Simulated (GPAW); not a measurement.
# Near-edge structure at the N K edge of wurtzite (GaN)₁₋ₓ(InN)ₓ at x = 0.125, part 3 of 3

Aim: the N K edge in wurtzite (GaN)₁₋ₓ(InN)ₓ at x = 0.125, one member of a composition series.

GPAW 26.7.0; X-ray absorption from dipole matrix elements to empty bands, plane-wave PAW LDA.

So far. Step 5 (Spectrum with XCH, N atom 2): Main maxima below 24 eV (height): 4.2 eV (2.27), 5.6 eV (3.08) and 22.7 eV (1.02). A K edge sees empty p states on the absorber. Step 5 (Spectrum with XCH, N atom 2): The total-energy difference is 402.50 eV. One term is added: -7.76 eV, since the hole is spin-paired here and a spin-polarised one costs that much less in the free atom (computed apart). The photon energy is then 394.74 eV.

### 7. Spectrum with XCH, Ga atom 1

The holes are 5.2 Å apart. The excited electron is kept in the cell, where it fills the lowest empty states and screens the hole. After the field has converged, empty bands are computed with the density fixed and the dipole matrix elements are summed.

The absorber has 1 N at 1.94 Å, 1 N at 1.95 Å and 2 N at 1.96 Å (tetrahedral).

xas.py

```python
import numpy as np
from ase import Atoms
from ase.parallel import parprint, paropen
from gpaw import GPAW, PW, FermiDirac, Mixer, MixerDif, setup_paths
from gpaw.test import gen
setup_paths.insert(0, '.')
gen('Ga', name='fch1s', xcname='LDA', corehole=(1, 0, 1), write_xml=True)
from gpaw.mpi import world
world.barrier()

atoms = Atoms('GaNGaNInNGaNGaNGaNGaNGaN',
    cell=[[6.467, 0, 0],
     [0, 5.600586, 0],
     [0, 0, 5.24975]],
    scaled_positions=[[0.9945167, 0.9997554, 0.001355],
     [0.9847167, 0.3237138, 0.1297422],
     [0.9947975, 0.329849, 0.5006572],
     [0.9980262, 0.9984484, 0.6264015],
     [0.2498358, 0.5007058, 0.0022702],
     [0.2501018, 0.8581405, 0.1281781],
     [0.2499707, 0.840042, 0.5002009],
     [0.2495884, 0.4999549, 0.5960809],
     [0.5054391, 0.0000879, 0.0008586],
     [0.5151621, 0.3240294, 0.1295002],
     [0.5043017, 0.330121, 0.5002817],
     [0.5018841, 0.9987726, 0.6260657],
     [0.7500214, 0.499337, 0.0007362],
     [0.7497462, 0.8280279, 0.1255846],
     [0.7498882, 0.8314868, 0.5005781],
     [0.7495231, 0.5010821, 0.6266305]],
    pbc=True)
atoms.calc = calc = GPAW(legacy_gpaw=True, mode=PW(500, force_complex_dtype=True), xc='LDA', setups={0: 'fch1s'},
    kpts={'size': (3, 3, 3), 'gamma': True}, occupations=FermiDirac(0.04),
    charge=-1, mixer=Mixer(0.1, 5, 50), maxiter=150,
    convergence={'density': 0.0001, 'eigenstates': 1e-6}, txt='scf.txt')
energy = atoms.get_potential_energy() + calc.get_reference_energy()
ef = calc.get_fermi_level()
out = dict(energy=energy, fermi=ef, forces=atoms.get_forces().tolist())
parprint(f'all-electron energy {energy:.4f} eV, Fermi level {ef:.4f} eV')
ev = np.array([[calc.get_eigenvalues(k, s) for k in range(len(calc.get_ibz_k_points()))] for s in range(calc.get_number_of_spins())])
out['homo'], out['lumo'], out['counts'] = ev[ev < ef].max(), ev[ev > ef].min(), sorted(set((ev < ef).sum((0, 2)).tolist()))
out['filled'] = (ev[:, 0] < ef).sum(1).tolist()

from ase.units import Ha
from gpaw.xas import dipole_matrix_elements
nb = int(calc.get_number_of_electrons() / 2) + 99
top, nb = nb, nb + 8 + nb // 12
nscf = calc.fixed_density(kpts={'size': (4, 4, 4), 'gamma': True}, nbands=nb,
    convergence={'bands': top, 'eigenstates': 5e-3}, maxiter=60, txt='nscf.txt')
cell = atoms.cell.array
ops = [cell.T @ U.T @ np.linalg.inv(cell.T) for U in nscf.wfs.kd.symmetry.op_scc]
filled = [37]  # bands filled in the ground state, by spin
E = np.arange(-6, 30, 0.1)
fwhm = np.interp(E, [4, 25], [1.82, 3.5])
Y, X, zero, highest = 0, 0, 1e9, 1e9
for spin in range(nscf.get_number_of_spins()):
    wfs = nscf.wfs
    mine = wfs.bd.get_slice()  # this rank's bands
    A = dipole_matrix_elements(wfs.setups[0])
    eps = np.zeros((wfs.kd.nibzkpts, nb))
    d = np.zeros((3, A.shape[1], wfs.kd.nibzkpts, nb), complex)
    for kpt in wfs.kpt_u:
        if kpt.s == spin and 0 in kpt.P_ani:
            eps[kpt.k, mine] = kpt.eps_n * Ha
            d[:, :, kpt.k, mine] = (kpt.weight * wfs.nspins / 2) ** 0.5 * np.inner(A, kpt.P_ani[0])
    world.sum(eps)
    world.sum(d)
    T = np.einsum('amkn,bmkn->abkn', d, d.conj()).real
    T = sum(np.einsum('ai,ijkn,bj->abkn', R, T, R) for R in ops) / len(ops)
    empty = np.ones_like(eps, bool) & (np.arange(nb) >= filled[spin])
    zero, highest = min(zero, eps[empty].min()), min(highest, eps[:, top - 1].min())
    lines = [(eps, T, empty)] if spin == 0 else lines + [(eps, T, empty)]
for eps, T, empty in lines:
    f = np.einsum('aakn->akn', T).reshape(3, -1)
    x = eps.ravel() - zero
    w = np.interp(x, E, fwhm) / 2.35482
    g = np.exp(-0.5 * ((E[:, None] - x) / w) ** 2) / (w * (2 * np.pi) ** 0.5)
    Y = Y + (f * empty.ravel()) @ g.T
    X = X + (f * ~empty.ravel()) @ g.T
out.update(E=E.round(2).tolist(), xas=Y.tolist(), xes=X.tolist(), zero=zero, valid=highest - zero, nk=len(eps), nb=nb)
for i in range(0, len(E), 10):
    parprint(f'{E[i]:7.2f}', *(f'{v:10.3e}' for v in Y[:, i]))
import json
with paropen('out.json', 'w') as f:
    json.dump(out, f)
```

Run with:

```console
$ OMP_NUM_THREADS=1 mpirun -n 4 gpaw python xas.py
```

Numbers of over 12 decimals in the logs are rounded to 6 here.

What it wrote:

```text
Input parameters:
  charge: -1
  convergence: {density: 0.0001,
                eigenstates: 1e-06}
  kpts: {gamma: True,
         size: (3, 3, 3)}
  maxiter: 150
  mixer: {backend: pulay,
          beta: 0.1,
          method: separate,
          nmaxold: 5,
          weight: 50}
  mode: {ecut: 500.0,
         force_complex_dtype: True,
         name: pw}
  occupations: {fixmagmom: False,
[...]
*p    :     0.576803
*d    :     0.000000
--------------------------------

Diagonalizing with gridspacing h=0.050

state   all-electron     PAW
-------------------------------
4s:      -0.729245    -0.729478
4p:      -0.423197    -0.423398
*d:                   -0.111370
*f:                   -0.021469
-------------------------------
all-electron energy -530980.1822 eV, Fermi level 9.7231 eV
[...]
28.00  1.253e-07  1.203e-07  1.239e-07
  29.00  1.235e-07  1.148e-07  1.087e-07
[key lines of the parts left out:]
Converged after 16 iterations.
Dipole moment: (8.930947, 6.215255, -5.863555) |e|*Ang
Free energy:   -112.076865
Fermi level: 9.72309
```

Elapsed: 84 s, on 4 MPI ranks of Intel Xeon Platinum 8488C (Sapphire Rapids), shared host; peak memory 0.49 GiB; 5.6 min of CPU time.

The Ga K spectrum, Ga atom 1, excited-electron core hole (neutral cell) (energy from the bottom of the conduction band, which holds the excited electron; intensity scaled to a mean of 1 over the first 20 eV):

| E (eV) | isotropic | ε ∥ x | ε ∥ y | ε ∥ z |
| --- | --- | --- | --- | --- |
| -2.0 | 0.00 | 0.00 | 0.00 | 0.00 |
| -0.5 | 0.00 | 0.00 | 0.00 | 0.00 |
| 1.0 | 0.05 | 0.04 | 0.07 | 0.05 |
| 2.5 | 0.62 | 0.58 | 0.69 | 0.59 |
| 4.0 | 1.10 | 1.13 | 1.12 | 1.04 |
| 5.5 | 1.20 | 0.96 | 1.03 | 1.62 |
| 7.0 | 1.79 | 1.70 | 1.66 | 2.02 |
| 8.5 | 1.92 | 2.30 | 2.19 | 1.26 |
| 10.0 | 1.24 | 1.38 | 1.35 | 0.99 |
| 11.5 | 0.95 | 0.94 | 0.80 | 1.12 |
| 13.0 | 0.63 | 0.58 | 0.55 | 0.78 |
| 14.5 | 0.60 | 0.51 | 0.54 | 0.76 |
| 16.0 | 0.83 | 0.72 | 0.74 | 1.02 |
| 17.5 | 1.04 | 0.99 | 0.95 | 1.19 |
| 19.0 | 1.11 | 1.19 | 1.15 | 0.99 |
| 20.5 | 1.00 | 1.10 | 1.17 | 0.73 |
| 22.0 | 0.85 | 0.89 | 0.99 | 0.68 |
| 23.5 | 0.74 | 0.71 | 0.78 | 0.73 |
| 25.0 | 0.73 | 0.65 | 0.72 | 0.82 |

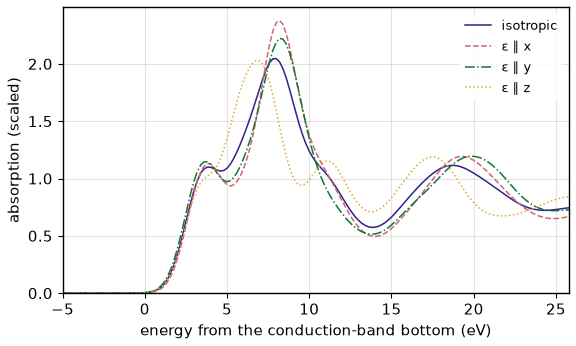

The Ga K edge, Ga atom 1, excited-electron core hole (neutral cell): main maxima at 8.0 and 18.8 eV.

Main maxima below 25 eV (height): 8.0 eV (2.05) and 18.8 eV (1.11). 

The energy difference (zero at 10382 eV) isn't read as a photon energy: for so heavy an absorber the terms left out (the hole's spin, the functional's error) amount to tens of eV or more.

### 8. Summary of results

* absorber and edge: N K, atom 2 of the ground-state input (counted from 1)
* surroundings: 2 Ga at 1.93 Å, 1 Ga at 1.95 Å and 1 In at 2.09 Å (distorted tetrahedral)
* highest intensity below 16 eV: 5.6 eV above the zero, height 3.08
* photon energy of the zero, with the added terms: 394.7 eV (raw 402.5 eV; LDA puts this hole about 4 eV below PBE, itself good to a few eV)

The N K edge of atom 2, with 2 Ga at 1.93 Å, 1 Ga at 1.95 Å and 1 In at 2.09 Å (distorted tetrahedral), has its highest intensity of the first 16 eV at 5.6 eV above the zero, near 400 eV in photon energy (LDA puts this hole about 4 eV below PBE, itself good to a few eV), 3.1 times the mean level of the first 20 eV (Gaussian full width 0.9 eV up to 4 eV, rising linearly to 3.5 eV at 25 eV). At the N K edge of atom 2 polarisation matters most near 7.4 eV, where the curves differ by 0.8 on this scale. The holes are only 5.2 Å apart, so the shape is probably not converged with cell size; no larger cell was run here. The mesh is coarse (0.30 Å⁻¹ between points), so small maxima may be mesh ripples.

[Banner, clock and machine lines of the logs are left out without a mark of their own.]

[Logs are printed without paths, hosts, clocks, repeated set-up lines and the standing remarks that a program may print on its own settings, such as how far it seeks lower states.]

[Hosts, paths, dates, database ids (printed as entryN), source tags and the programs' standing remarks are cut or masked in the printed files.]

[Lists of maxima count a maximum above −3 eV only where it reaches 4 % of the highest in the window and stands out from its surroundings by 2 % of it (1.5 % where it reaches 55 %); shoulders and weaker maxima are passed over, and of the rest the first, up to two pre-edge ones and the few strongest are named.]
